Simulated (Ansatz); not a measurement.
# BHOF2 (difluorohydroxyborane) at CCSD(T)/def2-SVPD

Aim: the vertical singlet–triplet gap of BHOF2 (difluorohydroxyborane) at CCSD(T)/def2-SVPD, from 2 runs. 

Program for the calculation: Ansatz 0.2.0.

63 further runs of the same task are left out: 63 set aside as unsound or not needed.

## Step 1: Starting point

BHOF2: 5 atoms, total charge 0, spin state singlet. SMILES: `OB(F)F`. The shape is that of a PBE0-D4/def2-TZVP optimisation.

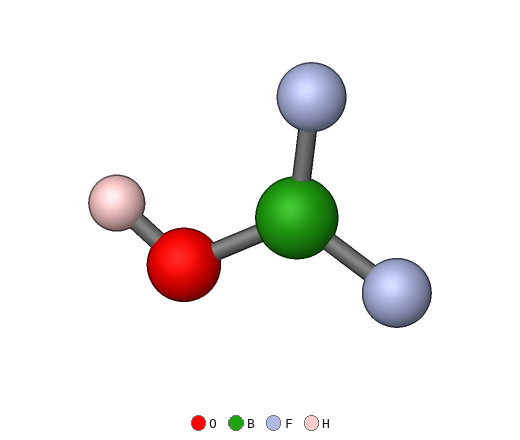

The structure, seen from a chosen angle (oxygen red, boron green, fluorine light blue, hydrogen pink).

## Step 2: A single-point energy at CCSD(T)/def2-SVPD

Contents of run.yaml:

```yaml
crystal:
  periodic: [false, false, false]
  atoms:
    - {symbol: O, position_ang: [0.038630, 1.000750, 0.174310]}
    - {symbol: B, position_ang: [0.105760, -0.342460, 0.137210]}
    - {symbol: F, position_ang: [0.731030, -0.986880, 1.100700]}
    - {symbol: F, position_ang: [-0.439530, -1.051930, -0.843330]}
    - {symbol: H, position_ang: [-0.435890, 1.380520, -0.568880]}
basis:
  gaussian:
    orbitals: def2-SVPD
correlation:
  method: ccsd_t
  frozen_orbitals: {B: 1, F: 1, H: 0, O: 1}
scf:
  omitted_lower_state_checks: [cluster_reference, increment]
accuracy: high
```

On the command line:

```console
$ ansatz run run.yaml --threads 1 --pin off --max-ram 3480MiB --events-out events.jsonl --progress --plain --runs-dir runs
```

Log (excerpt; [...] marks lines left out):

```text
Warning: RAYON_NUM_THREADS=1 ignored (pool sized by the plan → 1); use --threads N
Functional definition: HF
  name "HF"
[...]
1902 factors; integrals over basis functions are off by at most 3.2e-9 eV
[...]
mean field -8135.55439781 eV, -298.9761096427 hartree, gradient 2.4e-8 eV, S^2 0.000000; 0 other end points of the search recorded, 0 dependent functions left out
4 core orbitals not correlated: weight in the atoms' cores, before any rotation towards them, 1.000 or more for the frozen orbitals, at most 0.000 for the correlated occupied ones
reference -8135.55439781 eV, -298.9761096427 hartree; 12, 12 occupied and 81, 81 virtual orbitals, 1902 factors
second order -17.95248075 eV of doubles, -0.00000000 eV of singles
cycle   1  -17.76327075 eV  change    1.9e-1 eV  update   9.7e-2
[...]
cycle  19  -18.21347422 eV  change   -1.3e-9 eV  update   1.7e-9
perturbative correction -0.41974662 eV, -0.0154254038 hartree
Total energy: -8154.18761865 eV, -299.6608678786 hartree
Checks for a lower state left out: cluster_reference, increment
```

Wall time 27 s (1 thread of Arm Neoverse V2, shared host); peak memory 0.68 GiB.

## Step 3: The triplet, same level

Contents of molecule.yaml:

```yaml
crystal:
  periodic: [false, false, false]
  atoms:
    - {symbol: O, position_ang: [0.038630, 1.000750, 0.174310]}
    - {symbol: B, position_ang: [0.105760, -0.342460, 0.137210]}
    - {symbol: F, position_ang: [0.731030, -0.986880, 1.100700]}
    - {symbol: F, position_ang: [-0.439530, -1.051930, -0.843330]}
    - {symbol: H, position_ang: [-0.435890, 1.380520, -0.568880]}
basis:
  gaussian: {orbitals: def2-SVPD}
magnetization: {spin_polarized: true, initial_magnetization: 2}
correlation: {method: ccsd_t, frozen_orbitals: {B: 1, F: 1, H: 0, O: 1}}
accuracy: high
scf: {omitted_lower_state_checks: [cluster_reference, increment]}
```

On the command line:

```console
$ ansatz run molecule.yaml --threads 1 --pin off --max-ram 3480MiB --events-out events.jsonl --progress --plain --runs-dir runs
```

Log (excerpt; [...] marks lines left out):

```text
Warning: RAYON_NUM_THREADS=1 ignored (pool sized by the plan → 1); use --threads N
[... 2 set-up lines as earlier in the session ...]
[...]
1902 factors; integrals over basis functions are off by at most 3.2e-9 eV
[...]
mean field -8127.28142071 eV, -298.6720833418 hartree, gradient 4.8e-8 eV, S^2 2.005666; 4 other end points of the search recorded, 0 dependent functions left out
4 core orbitals not correlated: weight in the atoms' cores, before any rotation towards them, 1.000 or more for the frozen orbitals, at most 0.000 for the correlated occupied ones
reference -8127.28142071 eV, -298.6720833418 hartree; 13, 11 occupied and 80, 82 virtual orbitals, 1902 factors
second order -16.77456097 eV of doubles, -0.00000000 eV of singles
cycle   1  -16.80993537 eV  change   -3.5e-2 eV  update   1.1e-1
[...]
cycle  32  -17.33769282 eV  change   -1.4e-9 eV  update   2.8e-9
perturbative correction -0.42440134 eV, -0.0155964617 hartree
Total energy: -8145.04351488 eV, -299.3248282629 hartree
Checks for a lower state left out: cluster_reference, increment
```

Run time: 2.3 min. Hardware: 1 thread of Arm Neoverse V2, shared host; peak memory 1.4 GiB.

## Step 4: Summary of results

Level: CCSD(T)/def2-SVPD, 4 core orbitals frozen.

| quantity | value |
| --- | --- |
| singlet: total energy | -299.66087 Eh |
| singlet: correlation energy (4 core orbitals frozen) | -684.8 mEh |
| singlet: (T) correction | -15.43 mEh |
| singlet: T1 diagnostic | 0.014 |
| triplet: total energy | -299.32483 Eh |
| triplet: correlation energy (4 core orbitals frozen) | -652.7 mEh |
| triplet: (T) correction | -15.60 mEh |
| triplet: ⟨S²⟩ of the reference determinant | 2.006 |
| triplet: T1 diagnostic | 0.025 |
| vertical energy of the triplet above the singlet | 9.144 eV |

What this shows: At this shape the triplet lies 9.14 eV (211 kcal/mol) above the singlet. The triples (singlet) make up 2.3 % of the correlation energy. The triples (triplet) make up 2.4 % of the correlation energy.
